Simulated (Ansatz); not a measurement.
# ClH3HfS3: single points with varied inputs

Aim: run ClH3HfS3 under a spread of inputs, and see what each costs and gives.

Method: the settings change from run to run; program: Ansatz 0.2.0, Gaussian basis.

**1. The molecule**

An earlier PBE0-D4 in a triple-zeta def2 set relaxation fixed the geometry. Hf takes a core potential in def2 sets; no spin-orbit term is included.

SMILES `[SH][Hf]([SH])([SH])[Cl]`, 8 atoms, charge 0, spin multiplicity 1.

Atoms are counted from 1 here; the program's logs count them from 0.

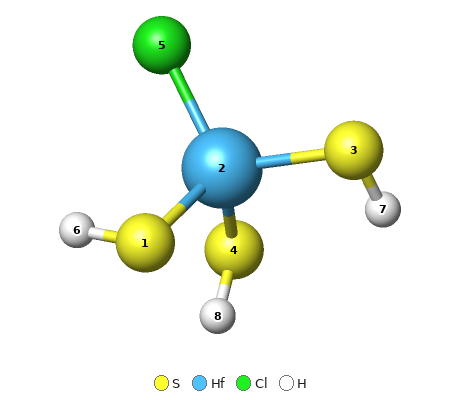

The structure; sulfur yellow, hafnium blue, chlorine green, hydrogen white; atoms are numbered from 1 in the order of the file.

**2. SVWN5/def2-SVPD**

Set apart from the defaults: charge +1, multiplicity 2, the search for lower states set to off.

Contents of in.yaml:

```yaml
crystal:
  periodic: [false, false, false]
  atoms:
    - {symbol: S, position_ang: [-1.697721, 0.294165, 1.384489]}
    - {symbol: Hf, position_ang: [0.239440, 0.499271, -0.052790]}
    - {symbol: S, position_ang: [2.127158, -0.091814, 1.340296]}
    - {symbol: S, position_ang: [0.030451, -1.115236, -1.852470]}
    - {symbol: Cl, position_ang: [0.444039, 2.653674, -0.916854]}
    - {symbol: H, position_ang: [-2.472877, 0.885120, 0.450568]}
    - {symbol: H, position_ang: [2.175607, -1.305543, 0.755146]}
    - {symbol: H, position_ang: [-0.846097, -1.819637, -1.108365]}
basis:
  gaussian: {orbitals: def2-SVPD}
total_charge: 1
magnetization: {spin_polarized: true, initial_magnetization: 1}
hamiltonian: {xc: {name: SVWN5}}
scf: {lower_state_search: off}
```

Command:

```
$ ansatz run in.yaml --threads 4 --pin off --events-out ev --progress --plain --max-ram 10444MiB
```

The log of the run:

```text
Functional definition: SVWN5
  name "SVWN5"
  cite "Dirac, Proc. Camb. Phil. Soc. 26, 376 (1930) doi:10.1017/S0305004100016108"
  cite "Slater, Phys. Rev. 81, 385 (1951) doi:10.1103/PhysRev.81.385"
  cite "Vosko, Wilk & Nusair, Can. J. Phys. 58, 1200 (1980) doi:10.1139/p80-159"
  exchange = slater_x
  correlation = vwn5_c
these checks for a lower state are left out or cut short: stability, starts, cluster_reference, orbital_swaps, neighbouring_geometries, increment
1598 factors; their error is unknown
mean field evaluation 1: about -46208.4710 eV, gradient 2.6e1 eV
mean field evaluation 2: about -46204.1263 eV, gradient 3.5e1 eV
mean field evaluation 4: about -46210.2222 eV, gradient 1.4e1 eV
mean field evaluation 8: about -46212.3098 eV, gradient 3.1e0 eV
mean field evaluation 16: about -46212.3387 eV, gradient 1.0e-1 eV
mean field -46212.33876865 eV, -1698.2721258995 hartree, gradient 3.3e-6 eV, S^2 0.752616; 0 other end points of the search recorded, 0 dependent functions left out
reference -46212.33883965 eV, -1698.2721285087 hartree; 40, 39 occupied and 127, 128 virtual orbitals, 1598 factors
Total energy: -46212.33883965 eV, -1698.2721285087 hartree
Checks for a lower state left out: stability, starts, cluster_reference, orbital_swaps, neighbouring_geometries, increment
```

Run time: 1.9 s. Hardware: 4 threads of Arm Neoverse V2, shared host.

⟨S²⟩ 0.753.

**3. BHLYP/def2-TZVPD**

Set apart from the defaults: a grid of angular degree 11, D3(BJ) dispersion.

in.yaml: that of step 2 with these lines changed.

```diff
@@ -12,6 +12,3 @@
 basis:
-  gaussian: {orbitals: def2-SVPD}
-total_charge: 1
-magnetization: {spin_polarized: true, initial_magnetization: 1}
-hamiltonian: {xc: {name: SVWN5}}
-scf: {lower_state_search: off}
+  gaussian: {orbitals: def2-TZVPD, final_grid: {core_spheres: 5, valence_spheres: 4, degree: 11}}
+hamiltonian: {xc: {name: BHLYP}, dispersion: d3bj}
```

The command is unchanged.

The log of the run:

```text
Functional definition: BHLYP
  name "BHLYP"
  cite "Becke, J. Chem. Phys. 98, 1372 (1993) doi:10.1063/1.464304"
  cite "Becke, Phys. Rev. A 38, 3098 (1988) doi:10.1103/PhysRevA.38.3098"
  cite "Lee, Yang & Parr, Phys. Rev. B 37, 785 (1988) doi:10.1103/PhysRevB.37.785"
  parameter a = 0.5
  exchange = (1 - a)*b88_x + a*exact_x
  correlation = lyp_c
1998 factors; their error is unknown
mean field evaluation 1: about -46386.4887 eV, gradient 3.0e1 eV
mean field evaluation 2: about -46384.6098 eV, gradient 4.3e1 eV
mean field evaluation 4: about -46389.0489 eV, gradient 1.7e0 eV
mean field evaluation 8: about -46389.0502 eV, gradient 1.4e-1 eV
mean field evaluation 16: about -46389.3032 eV, gradient 3.2e-4 eV
mean field -46389.30317074 eV, -1704.7754477258 hartree, gradient 2.6e-5 eV, S^2 0.000000; 0 other end points of the search recorded, 0 dependent functions left out
reference -46389.30342778 eV, -1704.7754571717 hartree; 40, 40 occupied and 214, 214 virtual orbitals, 1998 factors
Total energy: -46389.85418884 eV, -1704.7956972672 hartree
```

Wall time 3.8 s (4 threads of Arm Neoverse V2, shared host); peak memory 0.75 GiB.

**4. wB97X-V/x2c-TZVPPall**

Options: atoms shaken by 0.15 Å.

Contents of in.yaml:

```yaml
crystal:
  periodic: [false, false, false]
  atoms:
    - {symbol: S, position_ang: [-1.589760, 0.284333, 1.358328]}
    - {symbol: Hf, position_ang: [0.313751, 0.335687, -0.093478]}
    - {symbol: S, position_ang: [2.147765, 0.029208, 1.273933]}
    - {symbol: S, position_ang: [0.206365, -1.305736, -1.820730]}
    - {symbol: Cl, position_ang: [0.386487, 2.717001, -0.846697]}
    - {symbol: H, position_ang: [-2.335680, 0.796640, 0.415590]}
    - {symbol: H, position_ang: [2.376551, -1.154768, 0.745974]}
    - {symbol: H, position_ang: [-0.611562, -1.697847, -0.812379]}
basis:
  gaussian: {orbitals: x2c-TZVPPall}
hamiltonian: {xc: {name: wB97X-V}}
```

Launched as before.

The log of the run (excerpt; [...] marks lines left out):

```text
Functional definition: wB97X-V
  name "wB97X-V"
  cite "Mardirossian & Head-Gordon, Phys. Chem. Chem. Phys. 16, 9904 (2014) doi:10.1039/C3CP54374A"
  cite "Becke, J. Chem. Phys. 107, 8554 (1997) doi:10.1063/1.475007"
  cite "Vydrov & Van Voorhis, J. Chem. Phys. 133, 244103 (2010) doi:10.1063/1.3521275"
[...]
      + integral(e_c_pw_opposite_spin*poly(b97_u_opposite, cos0, cos1)) + vv10(b, c)
2287 factors; their error is unknown
345 factors; integrals over basis functions are off by at most 1.4e-5 eV
[...]
mean field -455561.11216563 eV, -16741.5620816745 hartree, gradient 3.8e-5 eV, S^2 0.000000; 0 other end points of the search recorded, 0 dependent functions left out
reference -455561.11216234 eV, -16741.5620815534 hartree; 70, 70 occupied and 237, 237 virtual orbitals, 2287 factors
Total energy: -455561.11216234 eV, -16741.5620815534 hartree
Relativity: scalar
```

It took 24 s on 4 threads of Arm Neoverse V2, shared host; peak memory 1.8 GiB.

**5. RPA/def2-TZVPD**

Contents of in.yaml:

```yaml
crystal:
  periodic: [false, false, false]
  atoms:
    - {symbol: S, position_ang: [-1.697721, 0.294165, 1.384489]}
    - {symbol: Hf, position_ang: [0.239440, 0.499271, -0.052790]}
    - {symbol: S, position_ang: [2.127158, -0.091814, 1.340296]}
    - {symbol: S, position_ang: [0.030451, -1.115236, -1.852470]}
    - {symbol: Cl, position_ang: [0.444039, 2.653674, -0.916854]}
    - {symbol: H, position_ang: [-2.472877, 0.885120, 0.450568]}
    - {symbol: H, position_ang: [2.175607, -1.305543, 0.755146]}
    - {symbol: H, position_ang: [-0.846097, -1.819637, -1.108365]}
basis:
  gaussian: {orbitals: def2-TZVPD}
hamiltonian: {xc: {name: HF}}
correlation: {method: rpa}
```

Launched as before.

The log of the run:

```text
Functional definition: HF
  name "HF"
  cite "Fock, Z. Phys. 61, 126 (1930) doi:10.1007/BF01340294"
  parent pbe
  exchange = exact_x
  correlation = 0
1707 factors; integrals over basis functions are off by at most 1.0e-3 eV
mean field evaluation 1: about -46299.7724 eV, gradient 3.0e1 eV
mean field evaluation 2: about -46299.9349 eV, gradient 3.1e1 eV
mean field evaluation 4: about -46303.1717 eV, gradient 3.6e0 eV
mean field evaluation 8: about -46303.2652 eV, gradient 3.7e-1 eV
mean field evaluation 16: about -46303.2666 eV, gradient 1.2e-6 eV
mean field -46303.26656325 eV, -1701.6136607180 hartree, gradient 1.2e-6 eV, S^2 0.000000; 0 other end points of the search recorded, 0 dependent functions left out
20 core orbitals not correlated: weight in the atoms' cores, before any rotation towards them, 1.000 or more for the frozen orbitals, at most 0.000 for the correlated occupied ones
reference -46303.26656325 eV, -1701.6136607180 hartree; 20, 20 occupied and 214, 214 virtual orbitals, 1707 factors
Total energy: -46334.18574305 eV, -1702.7499196179 hartree
```

Wall time 7 s (4 threads of Arm Neoverse V2, shared host); peak memory 0.79 GiB.

**6. B2PLYP/def2-SVP**

Set apart from the defaults: atoms shaken by 0.08 Å, the search for lower states set to light.

Contents of in.yaml:

```yaml
crystal:
  periodic: [false, false, false]
  atoms:
    - {symbol: S, position_ang: [-1.781326, 0.285184, 1.450177]}
    - {symbol: Hf, position_ang: [0.164056, 0.495463, -0.098082]}
    - {symbol: S, position_ang: [2.191457, 0.122900, 1.337673]}
    - {symbol: S, position_ang: [0.213355, -1.162743, -1.853936]}
    - {symbol: Cl, position_ang: [0.317455, 2.691964, -0.788220]}
    - {symbol: H, position_ang: [-2.469995, 0.959738, 0.521186]}
    - {symbol: H, position_ang: [2.156080, -1.218297, 0.824391]}
    - {symbol: H, position_ang: [-0.949303, -1.815203, -1.167685]}
basis:
  gaussian: {orbitals: def2-SVP}
hamiltonian: {xc: {name: B2PLYP}}
scf: {lower_state_search: light}
```

Launched as before.

The log of the run (excerpt; [...] marks lines left out):

```text
Functional definition: B2PLYP
  name "B2PLYP"
  cite "Grimme, J. Chem. Phys. 124, 034108 (2006) doi:10.1063/1.2148954"
  cite "Becke, Phys. Rev. A 38, 3098 (1988) doi:10.1103/PhysRevA.38.3098"
  cite "Lee, Yang & Parr, Phys. Rev. B 37, 785 (1988) doi:10.1103/PhysRevB.37.785"
[...]
1117 factors; integrals over basis functions are off by at most 1.2e-3 eV
[...]
mean field -46349.87065147 eV, -1703.3263293708 hartree, gradient 6.0e-6 eV, S^2 0.000000; 0 other end points of the search recorded, 0 dependent functions left out
20 core orbitals not correlated: weight in the atoms' cores, before any rotation towards them, 1.000 or more for the frozen orbitals, at most 0.000 for the correlated occupied ones
reference -46349.87086642 eV, -1703.3263372699 hartree; 20, 20 occupied and 79, 79 virtual orbitals, 1117 factors
second order -25.67690854 eV of doubles, -0.00000000 eV of singles
Total energy: -46356.80363172 eV, -1703.5811116957 hartree
```

It took 3 s on 4 threads of Arm Neoverse V2, shared host.

**7. MP2/x2c-TZVPPall**

This run has atoms shaken by 0.08 Å, correlated electrons set to all.

Contents of in.yaml:

```yaml
crystal:
  periodic: [false, false, false]
  atoms:
    - {symbol: S, position_ang: [-1.852221, 0.284838, 1.413150]}
    - {symbol: Hf, position_ang: [0.256051, 0.407286, -0.042116]}
    - {symbol: S, position_ang: [2.277568, -0.145517, 1.433120]}
    - {symbol: S, position_ang: [0.154257, -1.140618, -1.882672]}
    - {symbol: Cl, position_ang: [0.486676, 2.545709, -0.794452]}
    - {symbol: H, position_ang: [-2.476671, 0.890492, 0.586720]}
    - {symbol: H, position_ang: [2.350705, -1.432152, 0.732066]}
    - {symbol: H, position_ang: [-0.939110, -1.841889, -0.918029]}
basis:
  gaussian: {orbitals: x2c-TZVPPall}
hamiltonian: {xc: {name: HF}}
correlation: {method: mp2, electrons: all}
output: {forces: true}
```

The command is unchanged.

The log of the run (excerpt; [...] marks lines left out):

```text
Functional definition: HF
  name "HF"
  cite "Fock, Z. Phys. 61, 126 (1930) doi:10.1007/BF01340294"
  parent pbe
[...]
2052 factors; integrals over basis functions are off by at most 7.4e-4 eV
[...]
mean field -455351.98975420 eV, -16733.8769748025 hartree, gradient 2.4e-6 eV, S^2 0.000000; 0 other end points of the search recorded, 0 dependent functions left out
reference -455351.98975420 eV, -16733.8769748025 hartree; 70, 70 occupied and 237, 237 virtual orbitals, 2052 factors
second order -57.24082212 eV of doubles, -0.00000000 eV of singles
[...]
Total energy: -455409.23057631 eV, -16735.9805362161 hartree
Relativity: scalar
Atom 0 at    -1.852221     0.284838     1.413150 Å, force     4.311523    -2.716603     2.678411 eV/Å
Atom 1 at     0.256051     0.407286    -0.042116 Å, force     0.052172    -0.819814     1.764740 eV/Å
Atom 2 at     2.277568    -0.145517     1.433120 Å, force    -1.430293    -1.763262    -2.291767 eV/Å
Atom 3 at     0.154257    -1.140618    -1.882672 Å, force    -2.396961    -1.166784     2.513312 eV/Å
Atom 4 at     0.486676     2.545709    -0.794452 Å, force    -0.015211    -0.147683    -0.035431 eV/Å
Atom 5 at    -2.476671     0.890492     0.586720 Å, force    -2.790726     2.726194    -3.734637 eV/Å
Atom 6 at     2.350705    -1.432152     0.732066 Å, force    -0.191248     2.206262     1.154454 eV/Å
Atom 7 at    -0.939110    -1.841889    -0.918029 Å, force     2.460744     1.681690    -2.049081 eV/Å
Dipole moment:    -0.134526    -0.160927    -0.267990 e Å
```

It took 66 s on 4 threads of Arm Neoverse V2, shared host; peak memory 1.6 GiB.

Largest force 5.757 eV/Å, dipole 1.63 D.

**8. r2SCANh/ANO-RCC-VTZP**

Contents of in.yaml:

```yaml
crystal:
  periodic: [false, false, false]
  atoms:
    - {symbol: S, position_ang: [-1.697721, 0.294165, 1.384489]}
    - {symbol: Hf, position_ang: [0.239440, 0.499271, -0.052790]}
    - {symbol: S, position_ang: [2.127158, -0.091814, 1.340296]}
    - {symbol: S, position_ang: [0.030451, -1.115236, -1.852470]}
    - {symbol: Cl, position_ang: [0.444039, 2.653674, -0.916854]}
    - {symbol: H, position_ang: [-2.472877, 0.885120, 0.450568]}
    - {symbol: H, position_ang: [2.175607, -1.305543, 0.755146]}
    - {symbol: H, position_ang: [-0.846097, -1.819637, -1.108365]}
basis:
  gaussian: {orbitals: ANO-RCC-VTZP}
hamiltonian: {xc: {name: r2SCANh}}
```

Same command.

The log of the run (excerpt; [...] marks lines left out):

```text
Functional definition: r2SCANh
  name "r2SCANh"
  cite "Bursch, Neugebauer, Ehlert & Grimme, J. Chem. Phys. 156, 134105 (2022) doi:10.1063/5.0086040"
  cite "Furness, Kaplan, Ning, Perdew & Sun, J. Phys. Chem. Lett. 11, 8208 (2020) doi:10.1021/acs.jpclett.0c02405"
  cite "Furness, Kaplan, Ning, Perdew & Sun, J. Phys. Chem. Lett. 11, 9248 (2020) doi:10.1021/acs.jpclett.0c03077"
  parent r2scan
[...]
2604 factors; their error is unknown
[...]
mean field -455562.99329850 eV, -16741.6312120325 hartree, gradient 3.8e-5 eV, S^2 0.000000; 0 other end points of the search recorded, 0 dependent functions left out
reference -455562.99332063 eV, -16741.6312128456 hartree; 70, 70 occupied and 212, 212 virtual orbitals, 2604 factors
Total energy: -455562.99332063 eV, -16741.6312128456 hartree
Relativity: scalar
```

Wall time 30 s (4 threads of Arm Neoverse V2, shared host); peak memory 1.8 GiB.

**9. PBE0-DH/def2-SVP**

Options: charge +1, multiplicity 2.

in.yaml: that of step 8 with these lines changed.

```diff
@@ -12,3 +12,6 @@
 basis:
-  gaussian: {orbitals: ANO-RCC-VTZP}
-hamiltonian: {xc: {name: r2SCANh}}
+  gaussian: {orbitals: def2-SVP}
+total_charge: 1
+magnetization: {spin_polarized: true, initial_magnetization: 1}
+hamiltonian: {xc: {name: PBE0-DH}}
+output: {forces: true}
```

The command is unchanged.

The log of the run (excerpt; [...] marks lines left out):

```text
Functional definition: PBE0-DH
  name "PBE0-DH"
  cite "Brémond & Adamo, J. Chem. Phys. 135, 024106 (2011) doi:10.1063/1.3604569"
  cite "Perdew, Burke & Ernzerhof, Phys. Rev. Lett. 77, 3865 (1996) doi:10.1103/PhysRevLett.77.3865"
[...]
1118 factors; integrals over basis functions are off by at most 1.0e-3 eV
[...]
mean field -46343.20980812 eV, -1703.0815478927 hartree, gradient 2.7e-6 eV, S^2 0.789062; 6 other end points of the search recorded, 0 dependent functions left out
20 core orbitals not correlated: weight in the atoms' cores, before any rotation towards them, 1.000 or more for the frozen orbitals, at most 0.000 for the correlated occupied ones
reference -46343.20984260 eV, -1703.0815491596 hartree; 20, 19 occupied and 79, 80 virtual orbitals, 1118 factors
second order -26.39617336 eV of doubles, -0.00000000 eV of singles
[...]
Total energy: -46346.50936427 eV, -1703.2028043445 hartree
Atom 0 at    -1.697721     0.294165     1.384489 Å, force     0.105490    -0.392809    -0.278264 eV/Å
Atom 1 at     0.239440     0.499271    -0.052790 Å, force    -0.857153     1.346113    -0.456251 eV/Å
Atom 2 at     2.127158    -0.091814     1.340296 Å, force     0.969818     0.070270     0.371939 eV/Å
Atom 3 at     0.030451    -1.115236    -1.852470 Å, force     0.035341    -0.045781    -0.311220 eV/Å
Atom 4 at     0.444039     2.653674    -0.916854 Å, force    -0.055480    -0.694892     0.276914 eV/Å
Atom 5 at    -2.472877     0.885120     0.450568 Å, force    -0.118286     0.388887     0.116726 eV/Å
Atom 6 at     2.175607    -1.305543     0.755146 Å, force    -0.073813    -0.365889     0.209129 eV/Å
Atom 7 at    -0.846097    -1.819637    -1.108365 Å, force    -0.005917    -0.305899     0.071027 eV/Å
Dipole moment:    -0.001665    -0.761806     0.140860 e Å
```

It took 24 s on 4 threads of Arm Neoverse V2, shared host.

Largest force 1.660 eV/Å, ⟨S²⟩ 0.789.

**10. BHLYP/def2-mTZVPP**

This run has coordinates scaled by 0.92, finite nuclei, D3(BJ) with three-body dispersion, high accuracy.

Contents of in.yaml:

```yaml
crystal:
  periodic: [false, false, false]
  atoms:
    - {symbol: S, position_ang: [-1.561904, 0.270632, 1.273730]}
    - {symbol: Hf, position_ang: [0.220285, 0.459329, -0.048567]}
    - {symbol: S, position_ang: [1.956986, -0.084469, 1.233072]}
    - {symbol: S, position_ang: [0.028015, -1.026017, -1.704273]}
    - {symbol: Cl, position_ang: [0.408516, 2.441380, -0.843505]}
    - {symbol: H, position_ang: [-2.275047, 0.814310, 0.414523]}
    - {symbol: H, position_ang: [2.001558, -1.201100, 0.694734]}
    - {symbol: H, position_ang: [-0.778409, -1.674066, -1.019696]}
basis:
  gaussian: {orbitals: def2-mTZVPP, nuclear_model: gaussian}
hamiltonian: {xc: {name: BHLYP}, dispersion: d3bjatm}
accuracy: high
output: {forces: true}
```

Launched as before.

The log of the run (excerpt; [...] marks lines left out):

```text
Functional definition: BHLYP
  name "BHLYP"
  cite "Becke, J. Chem. Phys. 98, 1372 (1993) doi:10.1063/1.464304"
  cite "Becke, Phys. Rev. A 38, 3098 (1988) doi:10.1103/PhysRevA.38.3098"
  cite "Lee, Yang & Parr, Phys. Rev. B 37, 785 (1988) doi:10.1103/PhysRevB.37.785"
[...]
3110 factors; integrals over basis functions are off by at most 7.1e-8 eV
[...]
mean field -46385.92825014 eV, -1704.6514216811 hartree, gradient 3.7e-8 eV, S^2 0.000000; 0 other end points of the search recorded, 0 dependent functions left out
[...]
reference -46385.92827967 eV, -1704.6514227664 hartree; 40, 40 occupied and 119, 119 virtual orbitals, 3110 factors
Total energy: -46386.54801709 eV, -1704.6741976966 hartree
Atom 0 at    -1.561904     0.270632     1.273730 Å, force    -1.577143    -1.886546     5.091697 eV/Å
Atom 1 at     0.220285     0.459329    -0.048567 Å, force     0.135026    -0.286150     0.018543 eV/Å
Atom 2 at     1.956986    -0.084469     1.233072 Å, force     3.367905     2.075953     4.073501 eV/Å
Atom 3 at     0.028015    -1.026017    -1.704273 Å, force     1.881193    -1.104543    -5.231456 eV/Å
Atom 4 at     0.408516     2.441380    -0.843505 Å, force     0.464103     4.906495    -1.955364 eV/Å
Atom 5 at    -2.275047     0.814310     0.414523 Å, force    -2.191428     1.561295    -2.399325 eV/Å
Atom 6 at     2.001558    -1.201100     0.694734 Å, force     0.260509    -3.271000    -1.447625 eV/Å
Atom 7 at    -0.778409    -1.674066    -1.019696 Å, force    -2.340165    -1.995504     1.850030 eV/Å
Dipole moment:    -0.144267    -0.150740    -0.076063 e Å
```

Run time: 11 s. Hardware: 4 threads of Arm Neoverse V2, shared host; peak memory 0.9 GiB.

Largest force 5.679 eV/Å, dipole 1.07 D.

**11. The runs in one table**

| level | charge | multiplicity | geometry | functions | energy (eV) | time |
| --- | --- | --- | --- | --- | --- | --- |
| SVWN5/def2-SVPD | 1 | 2 | relaxed | 167 | -46212.339 | 1.9 s |
| BHLYP/def2-TZVPD | 0 | 1 | relaxed | 254 | -46389.854 | 3.8 s |
| wB97X-V/x2c-TZVPPall | 0 | 1 | shaken | 307 | -455561.112 | 24 s |
| RPA/def2-TZVPD | 0 | 1 | relaxed | 254 | -46334.186 | 7 s |
| B2PLYP/def2-SVP | 0 | 1 | shaken | 119 | -46356.804 | 3 s |
| MP2/x2c-TZVPPall | 0 | 1 | shaken | 307 | -455409.231 | 66 s |
| r2SCANh/ANO-RCC-VTZP | 0 | 1 | relaxed | 282 | -455562.993 | 30 s |
| PBE0-DH/def2-SVP | 1 | 2 | relaxed | 119 | -46346.509 | 24 s |
| BHLYP/def2-mTZVPP | 0 | 1 | scaled | 159 | -46386.548 | 11 s |

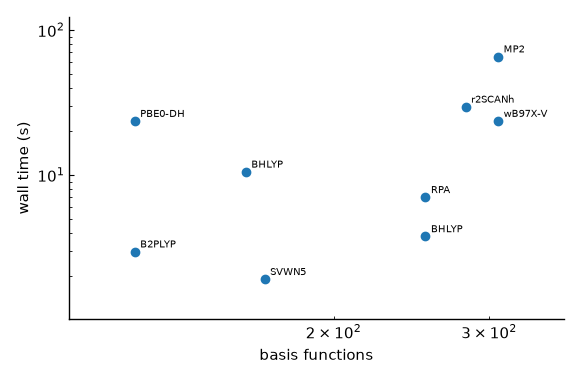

Wall time against the number of basis functions (shared host).

**12. Summary of results**

| quantity | value |
| --- | --- |
| runs | 9 |
| quickest | SVWN5/def2-SVPD, 1.9 s |
| slowest | MP2/x2c-TZVPPall, 66 s |
| spread of total energies, same state and geometry | 409228.8 eV |

**Reading.** MP2/x2c-TZVPPall took 34 times as long as SVWN5/def2-SVPD. The jobs differ in tasks and options as well as level. Total energies at one charge and spin differ by 409229 eV between levels, so only differences within one level mean anything. Some of these runs are scalar-relativistic and others not, which shifts the totals of all-electron atoms past neon by eV; core potentials, where a basis has them, take the core out of the total altogether.
